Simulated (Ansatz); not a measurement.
# Calculations on AlH₂OF

## 1. Relaxation

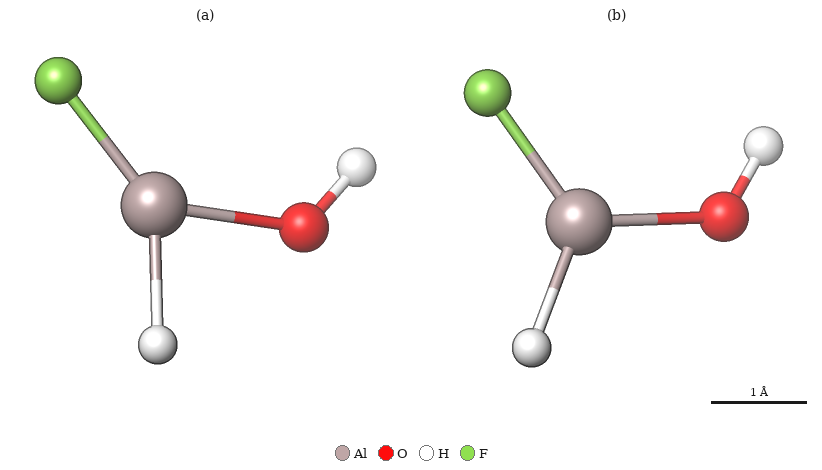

The structure of AlH2OF before (left) and after (right) a relaxation, at one scale.

The picture is a ball-and-stick view, seen at a tilt.

The run prepares an end point of a later path (reaction) calculation, from a guessed geometry.

These are results of Ansatz 0.2.0, RKS PBE0/def2-SVP, not measurements. (no spin polarisation; force threshold 0.03 eV/Å; at most 50 steps)

What changed between the two?

Answer. The energy falls by 54.0 kJ/mol in 5 geometry steps. Largest force component: 1.4 eV/Å at the start, 0.011 eV/Å at the end. The largest move after the best rigid fit is that of an H atom, 0.44 Å. Largest moves by element: H 0.44 Å, F 0.24 Å, Al 0.23 Å, O 0.17 Å. Among the contacts that change: Al–O 1.723 → 1.689 Å, Al–H 1.541 → 1.566 Å, Al–F 1.655 → 1.664 Å. Among the angles between lasting bonds that change: O–Al–H 87.9° → 119.9°, H–Al–F 139.7° → 120.3°, O–Al–F 132.4° → 119.8°.

## 2. Relaxation

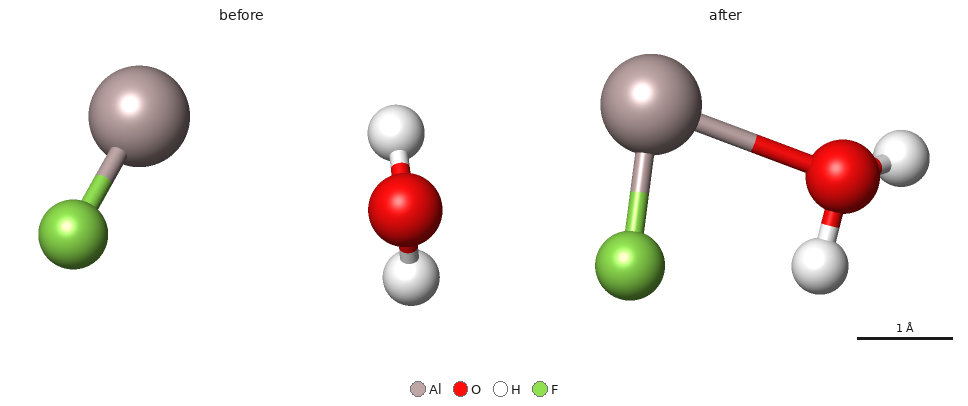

The structure of AlH₂OF before (left) and after (right) a relaxation, at one scale.

A ball-and-stick model, seen at a tilt.

The run prepares an end point of a later path (reaction) calculation, from a guessed geometry.

Method: RKS PBE0/def2-SVP in Ansatz. (no spin polarisation; force threshold 0.03 eV/Å; at most 50 steps)

**What changed between the two?**

The largest moves after the best rigid fit, 0.97 Å, are those of H and F atoms. By element the largest moves are H 0.97 Å, F 0.96 Å, O 0.61 Å, Al 0.40 Å. Some distances before and after: Al–O 2.969 → 2.177 Å, Al–F 1.678 → 1.718 Å, H–O 0.983 → 0.966 Å, H–O 0.965 → 0.972 Å. New bonds form, among them: Al–O (2.97 → 2.18 Å). Among the angles between lasting bonds that change: H–O–H 103.4° → 108.7°. Over 14 accepted moves (15 points after the start) the energy falls by 8.92 kcal/mol. Largest force component: 0.77 eV/Å at the start, 0.0089 eV/Å at the end. The line search rejected the trial step at point 8 of the run. Cost: 23 s on 1 thread of Intel(R) Xeon(R) Platinum 8259CL CPU @ 2.50GHz (Skylake/Cascade Lake) (shared host), peak memory 0.14 GiB.

Limits of the set-up: the start holds two separate molecules, 2.8 Å apart at their closest, whose relative position is a soft coordinate and is computed without a dispersion correction.

## 3. Path

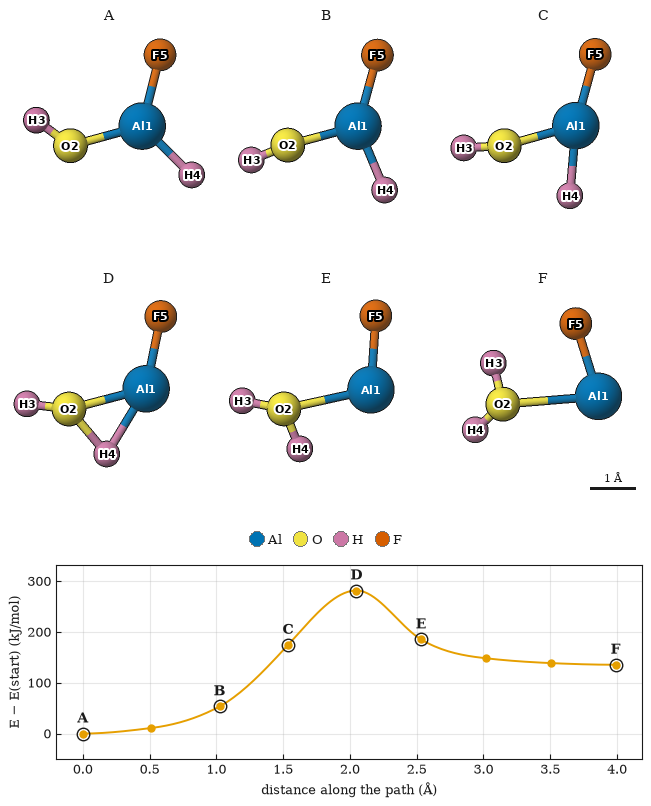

A nudged-elastic-band calculation for AlH$_{2}$OF. Images are numbered from 0 (start) to 8 (end). Frames A to F are images 0, 2, 3, 4, 5, 8. The picture is a ball-and-stick view, seen face on.

These are results of RKS PBE0/def2-SVP in Ansatz 0.2.0, not measurements.

Input
```yaml
crystal:
  periodic: [false, false, false]
  atoms:
    - { symbol: Al, position_ang: [0.489972, -0.007231, 0.063972] }
    - { symbol: O, position_ang: [0.704408, -0.156714, 1.732543] }
    - { symbol: H, position_ang: [0.028567, -0.241279, 2.40608] }
    - { symbol: H, position_ang: [1.736918, 0.11511, -0.874902] }
    - { symbol: F, position_ang: [-1.046265, 0.008714, -0.575293] }
basis:
  gaussian: { orbitals: def2-SVP }
hamiltonian:
  xc: pbe0
neb:
  order_check: false
  images: 7
  f_tol: 0.05
  max_iterations: 60
  final_atoms:
    - { symbol: Al, position_ang: [-0.13997753, 0.54337219, -0.82390788] }
    - { symbol: O, position_ang: [1.05441491, 0.11631514, 0.94517559] }
    - { symbol: H, position_ang: [0.38448795, -0.41654531, 1.40561011] }
    - { symbol: H, position_ang: [1.90551621, -0.33558112, 1.00547284] }
    - { symbol: F, position_ang: [-1.29084155, -0.1889609, 0.22004934] }
  initial_path:
    images:
      - { positions_ang: [[0.489972, -0.007231, 0.063972], [0.704408, -0.156714, 1.732543], [0.028567, -0.241279, 2.40608], [1.736918, 0.11511, -0.874902], [-1.046265, 0.008714, -0.575293]] }
      - { positions_ang: [[0.36751844, -0.00430242, 0.04807077], [0.84662947, -0.12062812, 1.67857736], [0.1111322, -0.24914368, 2.268892], [1.73919379, 0.07875097, -0.60119465], [-1.1508739, 0.01392325, -0.64194549]] }
      - { positions_ang: [[0.24506488, -0.00137384, 0.03216954], [0.98885094, -0.08454225, 1.62461173], [0.1936974, -0.25700835, 2.13170401], [1.74146959, 0.04239194, -0.3274873], [-1.2554828, 0.0191325, -0.70859798]] }
      - { positions_ang: [[0.12261132, 0.00155474, 0.01626831], [1.13107241, -0.04845637, 1.57064609], [0.2762626, -0.26487303, 1.99451601], [1.74374538, 0.00603291, -0.05377995], [-1.36009171, 0.02434175, -0.77525047]] }
      - { positions_ang: [[0.00015776, 0.00448332, 0.00036708], [1.27329388, -0.0123705, 1.51668045], [0.3588278, -0.27273771, 1.85732801], [1.74602117, -0.03032612, 0.21992741], [-1.46470061, 0.029551, -0.84190296]] }
      - { positions_ang: [[-0.03487606, 0.13920554, -0.20570166], [1.21857413, 0.01980091, 1.37380424], [0.36524284, -0.30868961, 1.74439854], [1.78589493, -0.10663987, 0.41631376], [-1.42123584, -0.02507697, -0.57641488]] }
      - { positions_ang: [[-0.06990988, 0.27392776, -0.4117704], [1.16385439, 0.05197232, 1.23092802], [0.37165787, -0.34464151, 1.63146906], [1.82576869, -0.18295362, 0.61270012], [-1.37777108, -0.07970495, -0.31092681]] }
      - { positions_ang: [[-0.1049437, 0.40864998, -0.61783914], [1.10913465, 0.08414373, 1.08805181], [0.37807291, -0.38059341, 1.51853959], [1.86564245, -0.25926737, 0.80908648], [-1.33430631, -0.13433292, -0.04543874]] }
      - { positions_ang: [[-0.13997753, 0.54337219, -0.82390788], [1.05441491, 0.11631514, 0.94517559], [0.38448795, -0.41654531, 1.40561011], [1.90551621, -0.33558112, 1.00547284], [-1.29084155, -0.1889609, 0.22004934]] }
```

Run as
```bash
ansatz run input.yaml --threads 1 --pin off --max-ram 2048MiB --backend cpu --events-out ev --progress --plain --runs-dir out
```

**Describe the mechanism and the energy profile.**

A hydrogen atom shifts from one atom to another. Breaking: Al1–H4 (1.57 → 1.71 at the top → 2.88 Å). Forming: O2–H4 (2.82 → 1.35 at the top → 0.97 Å). The highest point, image 4, lies 281.5 kJ/mol above the start and 146.1 kJ/mol above the end; the end is at +135.4 kJ/mol relative to the start. The band converged in 17 iterations. The largest component of the band force went from 21 to 0.045 eV/Å. The climbing image converged on the top of the path. Its vibrational analysis gives one imaginary mode (1447i cm⁻¹), as a transition state must have.

The run took 2.5 min on 1 thread of Intel(R) Xeon(R) Platinum 8259CL CPU @ 2.50GHz (Skylake/Cascade Lake) (shared host), peak memory 0.13 GiB.
